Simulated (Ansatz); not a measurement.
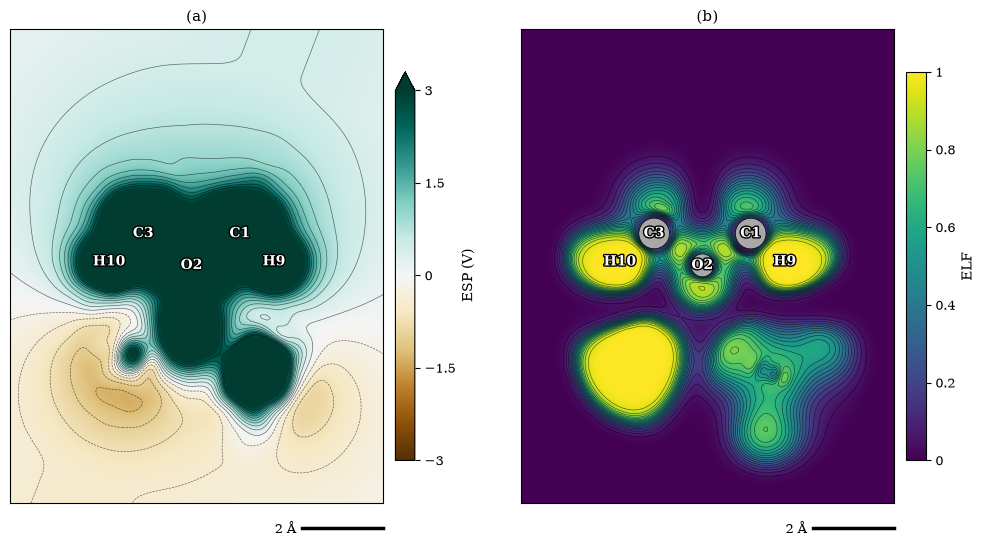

Figure 1: C4H13AlO (SMILES C[O+](C)[AlH-]([CH3])[CH3]). (a) molecular electrostatic potential; (b) electron localisation function on the plane of atoms O2, C1 and H9. Grey discs cover the atomic cores in the ELF map.

Geometry: PBE0-D4/def2-TZVP.

Computed with Ansatz, RKS PBE0-D4/def2-TZVPP.

| atom | x (Å) | y (Å) | z (Å) |
| --- | --- | --- | --- |
| C | 0.3263 | -1.5757 | 0.8432 |
| O | 0.9223 | -0.4235 | 0.2605 |
| C | 1.9532 | -0.7361 | -0.6697 |
| Al | -0.2411 | 1.1584 | -0.1458 |
| C | -1.3405 | 0.4462 | -1.6252 |
| C | -1.1187 | 1.4416 | 1.5981 |
| H | 1.0923 | -2.1567 | 1.3624 |
| H | -0.1497 | -2.1887 | 0.0725 |
| H | -0.4195 | -1.2266 | 1.5541 |
| H | 2.3341 | 0.2115 | -1.0456 |
| H | 1.5524 | -1.3332 | -1.4939 |
| H | 2.7460 | -1.2876 | -0.1587 |
| H | 0.9553 | 2.1513 | -0.5563 |
| H | -0.7456 | 0.1282 | -2.4887 |
| H | -1.9635 | -0.4038 | -1.3236 |
| H | -2.0293 | 1.2144 | -1.9948 |
| H | -0.4105 | 1.4291 | 2.4338 |
| H | -1.9108 | 0.7179 | 1.8194 |
| H | -1.5945 | 2.4291 | 1.6146 |

Read the bonding off the picture.

- The section cuts through C, O and H sites.
- C–O (1.42 Å): the ELF peaks at about 0.90 between the atoms; a polar covalent bond.
- C–H (1.09 Å): the ELF climbs to about 1 towards the hydrogen, as it does in any bond to H: an ordinary covalent bond to hydrogen.
- Outside the dense part of the molecule the potential is most negative (−1.4 V) near H13, which lies off the plane.
